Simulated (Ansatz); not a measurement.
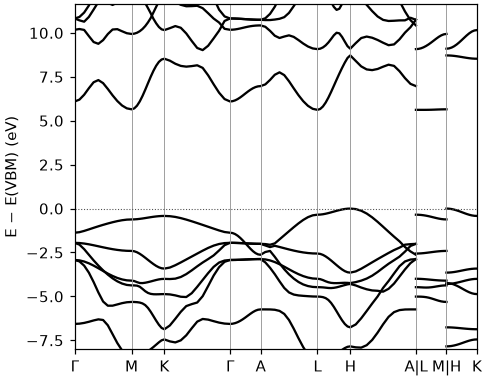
Figure. Band structure from r²SCAN+D4 in the plane-wave PAW code Ansatz

The gap is 5.62 eV; an edge lies off the plotted path or next to a special point (maximum at H, minimum off the standard path).

The material is SiNF in space group P3m1 (No. 156; Si on 1a, N on 1c, F on 1a).

The start of the workflow was typed in or built on a structure type; neither database checked (COD, Materials Project) lists it. Its standing as an ambient phase is unchecked. The r²SCAN+D4 relaxation kept the symmetry of its start; its stability against distortions is not shown here. The volume moved by -27 % from the start of the relaxation.

Potentials: the earlier of the program's two PAW sets.
